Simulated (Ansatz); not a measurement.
**BN₃H₆: molecular dynamics (part 2 of 2)**

Continued. System: BN₃H₆. Method: RKS BHLYP-D4/6-31G* (Ansatz 0.2.0). It belongs to a series of runs on one base structure; here: dynamics from the start.

Geometry of the input (Å):
```
B  -0.0001  0.0117  -0.0010
N  -0.0135  0.1416  1.4187
H  -0.8359  -0.0310  1.9601
H  0.8240  0.0794  1.9608
N  1.2438  0.0242  -0.7057
H  1.2657  0.1766  -1.6944
H  2.0755  0.3580  -0.2605
N  -1.2242  -0.1137  -0.7208
H  -2.0926  -0.3038  -0.2638
H  -1.2427  -0.3431  -1.6935
```

### The program's output, continued
```
md step    99: t =    49.50 fs  T =   261.4 K  F+E_penalty+E_count = -5243.95340941 eV  E_kin = 0.337825 eV  (24 SCF iters, 3 dispersion substeps)
md step   100: t =    50.00 fs  T =   256.0 K  F+E_penalty+E_count = -5243.94946793 eV  E_kin = 0.330844 eV  (24 SCF iters, 3 dispersion substeps)
md step   101: t =    50.50 fs  T =   238.8 K  F+E_penalty+E_count = -5243.92595283 eV  E_kin = 0.308615 eV  (24 SCF iters, 3 dispersion substeps)
md step   102: t =    51.00 fs  T =   210.4 K  F+E_penalty+E_count = -5243.89142193 eV  E_kin = 0.271943 eV  (24 SCF iters, 3 dispersion substeps)
md step   103: t =    51.50 fs  T =   190.8 K  F+E_penalty+E_count = -5243.85671923 eV  E_kin = 0.246603 eV  (24 SCF iters, 3 dispersion substeps)
md step   104: t =    52.00 fs  T =   175.6 K  F+E_penalty+E_count = -5243.83354231 eV  E_kin = 0.227019 eV  (23 SCF iters, 3 dispersion substeps)
md step   105: t =    52.50 fs  T =   168.9 K  F+E_penalty+E_count = -5243.83441965 eV  E_kin = 0.218364 eV  (24 SCF iters, 3 dispersion substeps)
md step   106: t =    53.00 fs  T =   182.9 K  F+E_penalty+E_count = -5243.85940764 eV  E_kin = 0.236431 eV  (23 SCF iters, 3 dispersion substeps)
md step   107: t =    53.50 fs  T =   214.0 K  F+E_penalty+E_count = -5243.89571307 eV  E_kin = 0.276667 eV  (23 SCF iters, 3 dispersion substeps)
md step   108: t =    54.00 fs  T =   230.4 K  F+E_penalty+E_count = -5243.93021837 eV  E_kin = 0.297876 eV  (23 SCF iters, 3 dispersion substeps)
md step   109: t =    54.50 fs  T =   246.8 K  F+E_penalty+E_count = -5243.95101461 eV  E_kin = 0.319039 eV  (23 SCF iters, 3 dispersion substeps)
md step   110: t =    55.00 fs  T =   236.1 K  F+E_penalty+E_count = -5243.95213764 eV  E_kin = 0.305223 eV  (23 SCF iters, 3 dispersion substeps)
md step   111: t =    55.50 fs  T =   216.0 K  F+E_penalty+E_count = -5243.93993653 eV  E_kin = 0.279196 eV  (24 SCF iters, 3 dispersion substeps)
md step   112: t =    56.00 fs  T =   202.4 K  F+E_penalty+E_count = -5243.92725282 eV  E_kin = 0.261599 eV  (24 SCF iters, 3 dispersion substeps)
these checks for a lower state are left out or cut short: starts, cluster_reference, orbital_swaps, neighbouring_geometries, increment
851 factors; integrals over basis functions are off by at most 4.3e-4 eV
mean field -5243.76994907 eV, -192.7049912732 hartree, gradient 2.6e-5 eV, S^2 0.000000; 0 other end points of the search recorded, 0 dependent functions left out
the calculation of the forces begins
reference -5243.77007909 eV, -192.7049960514 hartree; 16, 16 occupied and 56, 56 virtual orbitals, 851 factors
851 factors; integrals over basis functions are off by at most 4.3e-4 eV
mean field evaluation 672: about -5243.7699 eV, gradient 1.6e-4 eV
mean field -5243.76994907 eV, -192.7049912732 hartree, gradient 2.6e-5 eV, S^2 0.000000; 1 other end points of the search recorded, 0 dependent functions left out
the calculation of the forces begins
reference -5243.77007909 eV, -192.7049960514 hartree; 16, 16 occupied and 56, 56 virtual orbitals, 851 factors
md step   113: t =    56.50 fs  T =   196.1 K  F+E_penalty+E_count = -5243.92480336 eV  E_kin = 0.253458 eV  (24 SCF iters, 3 dispersion substeps)
```

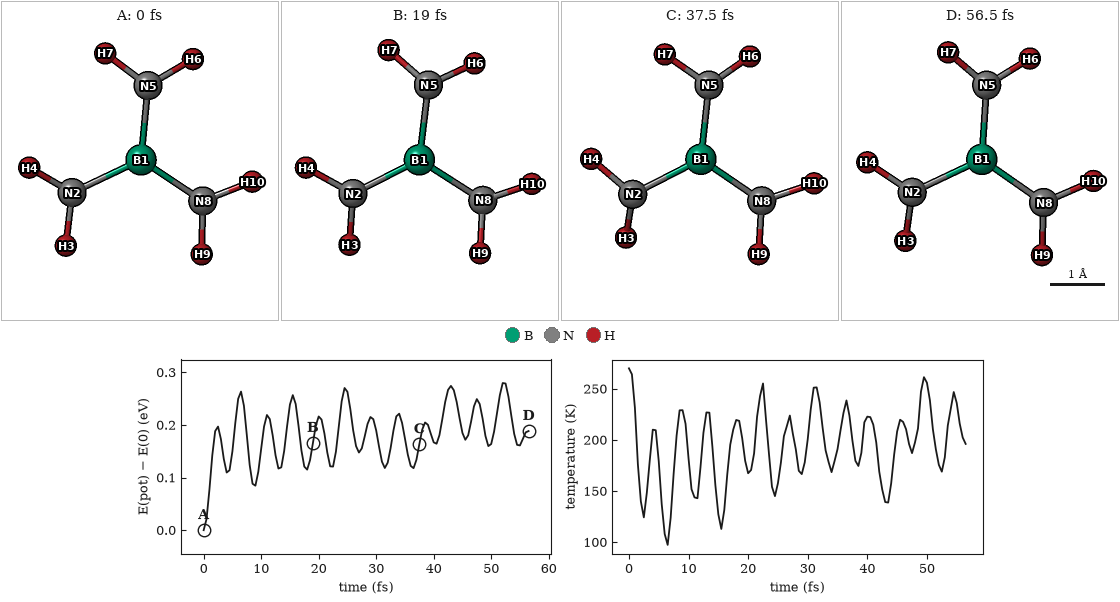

Fig. 1: Frames of the molecular dynamics (ball-and-stick, seen on its broad side) above the curves, on which the letters mark them. The trajectory kept here has 114 frames over 56.5 fs. The temperature starts at 270 K, ranges from 97 to 270 K and averages 203 K over the second half. The potential energy ends 0.188 eV above its first value. After an unweighted best fit of the last frame on the first, the root-mean-square displacement is 0.14 Å.

```
Total energy: -5243.92493338 eV, -192.7106868418 hartree
Atom 0 at    -0.105632     0.057308    -0.069357 Å, force    -0.120185     0.021279     0.911171 eV/Å
Atom 1 at    -0.273382     0.219031     1.351889 Å, force    -1.113335     0.271545     0.124907 eV/Å
Atom 2 at    -1.207033     0.470815     1.705710 Å, force     1.288842    -0.332921    -0.194607 eV/Å
Atom 3 at     0.485814     0.541957     1.932628 Å, force    -0.447820    -0.027402    -0.218028 eV/Å
Atom 4 at     1.215712     0.094947    -0.589955 Å, force    -1.024605    -0.216183     0.465095 eV/Å
Atom 5 at     1.380594     0.152718    -1.537373 Å, force     0.204176    -0.046849    -2.094954 eV/Å
Atom 6 at     2.055047     0.208952    -0.100218 Å, force     0.640592     0.162719     0.996389 eV/Å
Atom 7 at    -1.249742    -0.203573    -0.892453 Å, force    -1.051283     0.214901    -0.610775 eV/Å
Atom 8 at    -2.234464    -0.128515    -0.576578 Å, force     1.655634    -0.080588    -0.344320 eV/Å
Atom 9 at    -1.186106    -0.261158    -1.909771 Å, force    -0.032015     0.033500     0.965123 eV/Å
Dipole moment:    -0.006469     0.261440    -0.104183 e Å
```

### Trajectory as extended XYZ (Å, eV, eV/Å), 10 of the 114 frames kept, from step=0 to step=113
```
10
Properties=species:S:1:pos:R:3:forces:R:3 step=0 time_fs=0.0 energy=-5244.11322 temperature=270.0
B    -0.0001    0.0117   -0.0010    0.0000  -0.0002  -0.0008
N    -0.0135    0.1416    1.4187   -0.0005   0.0001   0.0005
H    -0.8359   -0.0310    1.9601   -0.0002  -0.0002   0.0003
H     0.8240    0.0794    1.9608    0.0004   0.0004   0.0001
N     1.2438    0.0242   -0.7057    0.0004  -0.0006  -0.0001
H     1.2657    0.1766   -1.6944   -0.0002   0.0006   0.0000
H     2.0755    0.3580   -0.2605    0.0002   0.0000   0.0001
N    -1.2242   -0.1137   -0.7208    0.0004   0.0001   0.0004
H    -2.0926   -0.3038   -0.2638   -0.0004   0.0002   0.0000
H    -1.2427   -0.3431   -1.6935   -0.0001  -0.0002  -0.0005
10
Properties=species:S:1:pos:R:3:forces:R:3 step=13 time_fs=6.5 energy=-5243.84979 temperature=97.3
B    -0.0011    0.0195   -0.0267    0.3782   0.0693   1.6254
N    -0.0333    0.1388    1.4264    0.3385   0.1360  -1.6215
H    -0.8444    0.0310    1.9570   -1.3736  -0.1168   0.4007
H     0.7357    0.1426    2.0414    0.9797   0.0065   0.0461
N     1.2502    0.0065   -0.6989   -0.0552   0.1179  -1.9799
H     1.2682    0.1158   -1.7452    0.1585  -0.0464   2.1603
H     2.0022    0.4617   -0.2275    0.3839   0.0433  -0.2443
N    -1.2103   -0.0947   -0.7389   -0.2228   1.0257   2.8494
H    -2.0190   -0.3255   -0.1959   -0.2129  -0.1424  -0.4928
H    -1.1683   -0.4276   -1.6270   -0.3744  -1.0931  -2.7434
10
Properties=species:S:1:pos:R:3:forces:R:3 step=25 time_fs=12.5 energy=-5243.97097 temperature=207.0
B     0.0024    0.0279   -0.0095    0.4339  -0.1681   0.1837
N    -0.0572    0.1398    1.4197   -1.1723  -0.0121  -0.6435
H    -0.9771    0.1206    1.8609    1.0729   0.0923  -0.0536
H     0.7297    0.2146    2.0264   -0.0443   0.0022   0.1197
N     1.2549   -0.0014   -0.6998    0.2626   0.1722   1.2357
H     1.3060    0.0953   -1.6753   -0.2190   0.0724  -1.0453
H     2.0017    0.5138   -0.2793    0.2498  -0.1091   0.1256
N    -1.2012   -0.0723   -0.7648   -1.4073  -1.2723  -1.0305
H    -2.0288   -0.3878   -0.2719    0.3126   0.3315   0.0021
H    -1.2290   -0.5698   -1.6733    0.5110   0.8911   1.1061
10
Properties=species:S:1:pos:R:3:forces:R:3 step=38 time_fs=19.0 energy=-5243.94750 temperature=201.8
B    -0.0005    0.0261    0.0044    0.1004  -0.0235  -1.7340
N    -0.0922    0.1392    1.3901   -0.5906   0.3157   1.3981
H    -1.0195    0.2726    1.8029    1.1833  -0.0913  -0.0701
H     0.7022    0.3088    1.9987   -0.7453  -0.0796  -0.3341
N     1.2652    0.0099   -0.6911   -0.0164   0.1135   1.7661
H     1.2422    0.1001   -1.6608   -0.0492   0.1302  -1.4786
H     2.0504    0.5193   -0.3147   -0.2317  -0.2778   0.0085
N    -1.2175   -0.0572   -0.7966    0.5933  -1.0683  -1.2280
H    -2.0309   -0.3904   -0.3247   -0.3263  -0.0305   0.2269
H    -1.1597   -0.5783   -1.7022    0.0824   1.0116   1.4452
10
Properties=species:S:1:pos:R:3:forces:R:3 step=50 time_fs=25.0 energy=-5243.85013 temperature=157.6
B    -0.0129    0.0226   -0.0226   -0.1564   0.4659  -0.1163
N    -0.1359    0.1438    1.3787    1.1688  -0.3252  -0.0917
H    -0.9647    0.4149    1.7982   -1.7754   0.3223   0.5535
H     0.6139    0.3972    1.9758    0.6395  -0.0013   0.0379
N     1.2723    0.0194   -0.6689   -0.8400   0.0740  -2.0773
H     1.1655    0.1435   -1.7054    0.7345  -0.1438   1.8365
H     2.1012    0.4612   -0.3039   -0.3988  -0.1332  -0.0880
N    -1.2264   -0.0637   -0.8181    1.3678   1.2109   2.3344
H    -2.0482   -0.3492   -0.3417   -0.4673  -0.3318  -0.0918
H    -1.0760   -0.4720   -1.6718   -0.2726  -1.1378  -2.2973
10
Properties=species:S:1:pos:R:3:forces:R:3 step=63 time_fs=31.5 energy=-5243.99503 temperature=251.4
B    -0.0357    0.0327   -0.0491    0.2521   0.2911   1.2632
N    -0.1766    0.1539    1.3819   -0.3452  -0.0573  -0.5560
H    -1.0239    0.5305    1.7757    0.1713  -0.2031  -0.1965
H     0.6134    0.4819    1.8752    0.5620   0.2146   0.5208
N     1.2582    0.0275   -0.6611   -0.5307  -0.0919  -1.0085
H     1.2840    0.2036   -1.6503   -0.0879  -0.2294   0.0110
H     2.0898    0.3947   -0.2719    0.3004   0.1768   0.7398
N    -1.2091   -0.0782   -0.8226   -1.8607  -0.7547  -0.5406
H    -2.1163   -0.3798   -0.4265    1.4116   0.5185  -0.2073
H    -1.1531   -0.4288   -1.7614    0.1272   0.1353  -0.0260
10
Properties=species:S:1:pos:R:3:forces:R:3 step=75 time_fs=37.5 energy=-5243.95012 temperature=199.3
B    -0.0458    0.0470   -0.0430   -0.0869  -0.1499  -0.5055
N    -0.2027    0.1639    1.3773    0.1232   0.8843   0.5503
H    -1.0784    0.5998    1.7104    1.2656  -0.5479  -0.2865
H     0.6269    0.5567    1.8272   -0.9481  -0.2379   0.0592
N     1.2422    0.0403   -0.6641    0.1733  -0.0396   2.2040
H     1.3927    0.2178   -1.6041   -0.0111   0.1673  -1.7516
H     2.0352    0.3389   -0.1239   -0.0804  -0.0919  -0.0608
N    -1.2088   -0.1105   -0.8310   -0.4697  -0.2874  -1.7292
H    -2.0809   -0.3315   -0.3986   -0.1257  -0.0188   0.0184
H    -1.2113   -0.3480   -1.8374    0.1598   0.3219   1.5018
10
Properties=species:S:1:pos:R:3:forces:R:3 step=88 time_fs=44.0 energy=-5243.86962 temperature=157.4
B    -0.0611    0.0500   -0.0462   -0.1188  -0.2591  -1.3896
N    -0.2213    0.1806    1.3717    0.5550   0.1711   0.1750
H    -1.0471    0.6506    1.6458   -0.9018   0.0597   0.2015
H     0.5169    0.6202    1.8878    0.3323  -0.1861  -0.0529
N     1.2359    0.0570   -0.6551    0.3036   0.3708  -0.0197
H     1.4327    0.2258   -1.6577   -0.2109  -0.2809   1.6997
H     1.9777    0.2704    0.0041    0.0096  -0.0238  -1.0102
N    -1.2254   -0.1581   -0.8529    2.3670   0.5615   0.0393
H    -2.0706   -0.2455   -0.4015   -2.0672  -0.2923   0.4323
H    -1.1938   -0.2610   -1.8420   -0.2690  -0.1208  -0.0753
10
Properties=species:S:1:pos:R:3:forces:R:3 step=100 time_fs=50.0 energy=-5243.94947 temperature=256.0
B    -0.0883    0.0493   -0.0767    0.7393   0.2221   1.5558
N    -0.2433    0.1993    1.3754   -0.1827  -0.3625  -1.2255
H    -1.1129    0.6038    1.6249   -0.6036   0.0820   0.3983
H     0.4729    0.5890    1.9456    0.4305   0.1106  -0.0486
N     1.2216    0.0804   -0.6243    0.3357   0.1362  -1.2284
H     1.4368    0.2244   -1.6068   -0.3956  -0.3013   0.6366
H     2.0357    0.2288   -0.0728    0.0709   0.0884   0.3506
N    -1.2260   -0.1822   -0.8637   -1.9680   0.1195   0.8943
H    -2.1915   -0.1839   -0.5143    1.2623   0.0193  -0.0839
H    -1.2314   -0.2412   -1.8383    0.3112  -0.1142  -1.2491
10
Properties=species:S:1:pos:R:3:forces:R:3 step=113 time_fs=56.5 energy=-5243.92480 temperature=196.1
B    -0.1056    0.0573   -0.0694   -0.1202   0.0213   0.9112
N    -0.2734    0.2190    1.3519   -1.1133   0.2715   0.1249
H    -1.2070    0.4708    1.7057    1.2888  -0.3329  -0.1946
H     0.4858    0.5420    1.9326   -0.4478  -0.0274  -0.2180
N     1.2157    0.0949   -0.5900   -1.0246  -0.2162   0.4651
H     1.3806    0.1527   -1.5374    0.2042  -0.0468  -2.0950
H     2.0550    0.2090   -0.1002    0.6406   0.1627   0.9964
N    -1.2497   -0.2036   -0.8925   -1.0513   0.2149  -0.6108
H    -2.2345   -0.1285   -0.5766    1.6556  -0.0806  -0.3443
H    -1.1861   -0.2612   -1.9098   -0.0320   0.0335   0.9651
```

### Results in brief

| quantity | value |
| --- | --- |
| outcome | finished |
| mean temperature over the second half | 203 K |
| trajectory | 113 steps, 56.5 fs |
| ensemble | nvt_langevin |
| temperature in the input | 300.0 K |
| time step | 0.5 fs |
| potential energy (last step) | −5243.9249 eV |
| mean-field energy (last step) | −5243.7701 eV |
| largest force (length of the vector) (last step) | 2.105 eV/Å |
| wall time | 3.4 min |
| peak memory | 0.15 GiB |

### Notes

So short a trajectory is not equilibrated. The logged temperature at the start can lie below the typed one, since it is counted over all degrees of freedom. The temperature stays far from the 300 K of the thermostat over the second half: the run isn't equilibrated.
